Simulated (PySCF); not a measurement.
Atomic calculation, with input and output: Mg

- system: Mg, configuration 1s2 2s2 2p6 3s1 3d1, multiplicity 3.
- method: unrestricted B97-3, aug-cc-pVTZ plus 1 even-tempered diffuse shell per l, non-relativistic, point nucleus (PySCF)

Log (extracts):
```
damping factor = 0
level_shift factor = 0
DIIS = <class 'pyscf.scf.diis.CDIIS'>
diis_start_cycle = 1
diis_space = 10
diis_damp = 0
SCF conv_tol = 1e-09
SCF conv_tol_grad = None
number electrons alpha = 7  beta = 5
XC functionals = HYB_GGA_XC_B97_3
    T. W. Keal and D. J. Tozer.,  J. Chem. Phys. 123, 121103 (2005)
cycle= 1 E= -199.843642586775  delta_E= -0.00205  |g|= 0.0117  |ddm|= 0.47
cycle= 2 E= -199.843716995199  delta_E= -7.44e-05  |g|= 0.00303  |ddm|= 0.0964
cycle= 3 E= -199.843726400028  delta_E= -9.4e-06  |g|= 0.000493  |ddm|= 0.0195
cycle= 4 E= -199.843729799829  delta_E= -3.4e-06  |g|= 0.000176  |ddm|= 0.0122
cycle= 5 E= -199.843730301651  delta_E= -5.02e-07  |g|= 1.6e-05  |ddm|= 0.00635
cycle= 6 E= -199.843730304349  delta_E= -2.7e-09  |g|= 9.5e-07  |ddm|= 0.000468
cycle= 7 E= -199.843730304352  delta_E= -3.1e-12  |g|= 7.3e-08  |ddm|= 1.09e-05
converged SCF energy = -199.843730304352  <S^2> = 2.0000628  2S+1 = 3.0000419
```

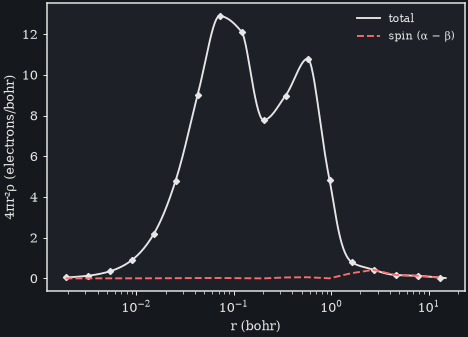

Spherically averaged radial density 4πr²ρ of the mean field and its spin part; markers are the stored points, which are sparse, and the line is a monotone interpolation between them. The largest stored value is 12.9 electrons/bohr at r = 0.071 bohr. Root-mean-square radii of the shells: 1s 0.152, 2s 0.762, 2p 0.776, 3s 3.04, 3d 8.83 bohr.

Input:
```python
from pyscf import gto, scf, dft, mp, cc
import basis_set_exchange as bse
mol = gto.M(atom="Mg 0 0 0", charge=0, spin=2, symmetry="D2h",
            basis=gto.basis.parse(bse.get_basis("aug-cc-pVTZ", elements=["Mg"], fmt="nwchem", augment_diffuse=1)))
mf = dft.UKS(mol, xc="HYB_GGA_XC_B97_3")
mf.irrep_nelec = {'Ag': (3, 2), 'B1g': (1, 0), 'B1u': (1, 1), 'B2u': (1, 1), 'B3u': (1, 1)}
mf.kernel()
```

The script is an equivalent of what the driver set up; the driver started from orbitals of its own, so the log can be shorter than this script's would be, and it computed the properties (radii, ⟨L²⟩, response) afterwards. It held the occupations shell by shell, which the script's counts by irreducible representation don't always enforce.

Results in brief:

```tsv
quantity	value
outcome	converged
total energy	−199.843730 hartree
kinetic energy	199.084289 hartree
⟨S²⟩	2.000
⟨L²⟩	6.00
SCF iterations	7
hardware	1 CPU thread, shared host
CPU time	2.1 s (integrals apart)
```

Notes:

The driver held the occupations shell by shell, and empty p levels lie below the filled 3d. This is not the ground configuration of the species.
